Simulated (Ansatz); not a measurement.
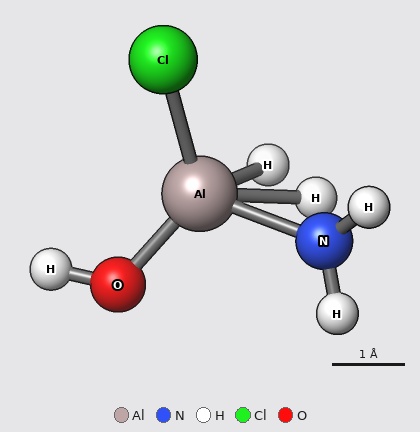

The structure as given in the input (ball-and-stick view, seen at a tilt). Sticks mark near contacts. Bond lengths as drawn: Al–Cl 2.14 Å, Al–H 1.83 to 1.85 Å, Al–N 1.90 Å, Al–O 1.72 Å, H–N 1.03 Å and H–O 0.97 Å.

**Frequency calculation of AlNH5ClO**

The run: frequency calculation of AlNH5ClO. Method and program: RKS BLYP-D4/6-31G* (Ansatz 0.2.0).

It belongs to a series of runs on one base structure; here: vibrations at the highest image of the band.

### Input file
```yaml
crystal:
  periodic: [false, false, false]
  atoms:
    - { symbol: Al, position_ang: [-0.044254, -0.342763, 0.2098] }
    - { symbol: "N", position_ang: [0.124682, -0.173252, 2.092934] }
    - { symbol: H, position_ang: [-0.706747, -0.032342, 2.677787] }
    - { symbol: H, position_ang: [0.938018, 0.272644, 2.530174] }
    - { symbol: Cl, position_ang: [1.640148, 0.31946, -0.927228] }
    - { symbol: O, position_ang: [-1.674904, -0.183536, -0.321203] }
    - { symbol: H, position_ang: [-1.885676, -0.222862, -1.272226] }
    - { symbol: H, position_ang: [0.32911, -2.054519, 0.746795] }
    - { symbol: H, position_ang: [0.316424, -1.501828, 1.603069] }
basis:
  gaussian: { orbitals: "6-31G*" }
hamiltonian:
  xc: blyp
  dispersion: d4
phonons: {}
```

Launched with:
```bash
ansatz run input.yaml --threads 1 --pin off --max-ram 2048MiB --backend cpu --events-out ev --progress --plain --runs-dir out
```

### What the program printed
```
Engine: ansatz 0.2.0, aarch64-unknown-linux-gnu
Functional definition: BLYP
  parameter beta = 0.0042
  parameter a = 0.04918
  parameter b = 0.132
  parameter c = 0.2533
  parameter d = 0.349
  exchange = b88_x(beta = beta)
  correlation = lyp_c(a = a, b = b, c = c, d = d)
978 factors; their error is unknown
mean field evaluation 1: about -22724.4334 eV, gradient 8.7e1 eV
mean field evaluation 2: about -22646.2796 eV, gradient 1.9e2 eV
mean field evaluation 4: about -22737.7085 eV, gradient 2.2e1 eV
mean field evaluation 8: about -22738.6251 eV, gradient 9.5e-2 eV
mean field evaluation 16: about -22738.5908 eV, gradient 5.6e-5 eV
mean field -22738.59076957 eV, -835.6277980113 hartree, gradient 5.6e-5 eV, S^2 0.000000; 0 other end points of the search recorded, 0 dependent functions left out
the calculation of the forces begins
reference -22738.59111183 eV, -835.6278105893 hartree; 25, 25 occupied and 53, 53 virtual orbitals, 978 factors
these checks for a lower state are left out or cut short: stability, starts, cluster_reference, orbital_swaps, neighbouring_geometries, increment
978 factors; their error is unknown
mean field -22738.59069623 eV, -835.6277953162 hartree, gradient 2.0e-6 eV, S^2 0.000000; 0 other end points of the search recorded, 0 dependent functions left out
[... from here on the field's lines of each further geometry are left out, up to the last ...]
the calculation of the forces begins
reference -22738.59108947 eV, -835.6278097674 hartree; 25, 25 occupied and 53, 53 virtual orbitals, 978 factors
these checks for a lower state are left out or cut short: stability, starts, cluster_reference, orbital_swaps, neighbouring_geometries, increment
978 factors; their error is unknown
mean field -22738.59077028 eV, -835.6277980372 hartree, gradient 2.8e-6 eV, S^2 0.000000; 0 other end points of the search recorded, 0 dependent functions left out
the calculation of the forces begins
reference -22738.59111253 eV, -835.6278106150 hartree; 25, 25 occupied and 53, 53 virtual orbitals, 978 factors
WARN: phonons: modes at or below zero, which the zero-point energy, F, S and C_V leave out: 1, the lowest at -1208.04 cm⁻¹. A minimum has none, and a first-order saddle one
Total energy: -22738.95311517 eV, -835.6411139663 hartree
Atom 0 at    -0.044254    -0.342763     0.209800 Å, force    -0.003946    -0.000413     0.001055 eV/Å
Atom 1 at     0.124682    -0.173252     2.092934 Å, force     0.000980     0.001003    -0.001921 eV/Å
Atom 2 at    -0.706747    -0.032342     2.677787 Å, force    -0.000164    -0.000480     0.000591 eV/Å
Atom 3 at     0.938018     0.272644     2.530174 Å, force     0.000024     0.000123    -0.000041 eV/Å
Atom 4 at     1.640148     0.319460    -0.927228 Å, force     0.000480     0.000463     0.000297 eV/Å
Atom 5 at    -1.674904    -0.183536    -0.321203 Å, force     0.005037    -0.000902    -0.002891 eV/Å
Atom 6 at    -1.885676    -0.222862    -1.272226 Å, force    -0.002201     0.000746     0.001885 eV/Å
Atom 7 at     0.329110    -2.054519     0.746795 Å, force    -0.000153     0.001586     0.001592 eV/Å
Atom 8 at     0.316424    -1.501828     1.603069 Å, force    -0.000057    -0.002125    -0.000568 eV/Å
Dipole moment:    -0.184624    -0.017235     0.444251 e Å
Vibrations: -1208.04 135.52 173.12 228.94 260.02 286.58 448.14 518.52 635.05 648.57 677.79 745.83 854.09 901.96 1439.16 1534.20 1672.40 1747.77 3401.14 3503.41 3700.94 cm⁻¹, zero-point energy 1.457630 eV
```

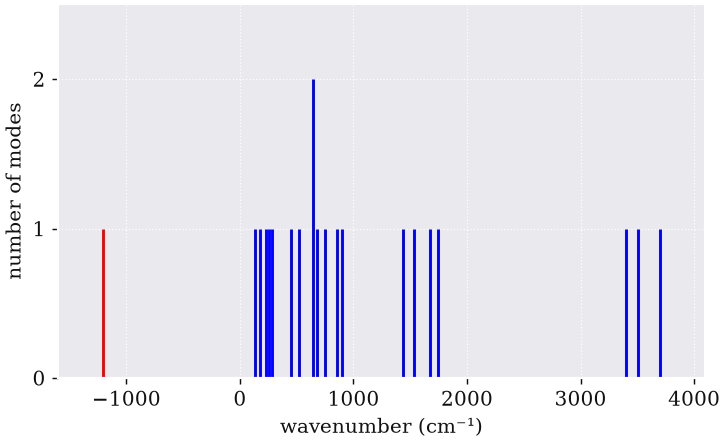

Harmonic vibrational wavenumbers from the force constants; neighbouring modes closer than 22 cm⁻¹ are counted in one stick, and imaginary ones are drawn at negative wavenumbers. 21 modes from 1208i to 3701 cm⁻¹, 1 imaginary beyond 8i (1208i cm⁻¹): a first-order saddle point, if the geometry is stationary.

### Summary

- outcome: converged
- total energy: −22738.9531 eV
- mean-field energy: −22738.5911 eV
- largest force (length of the vector): 0.006 eV/Å
- hardware: 1 thread of Arm Neoverse V1, 24 GiB of memory available, shared host
- wall time: 86 s
- peak memory: 0.12 GiB
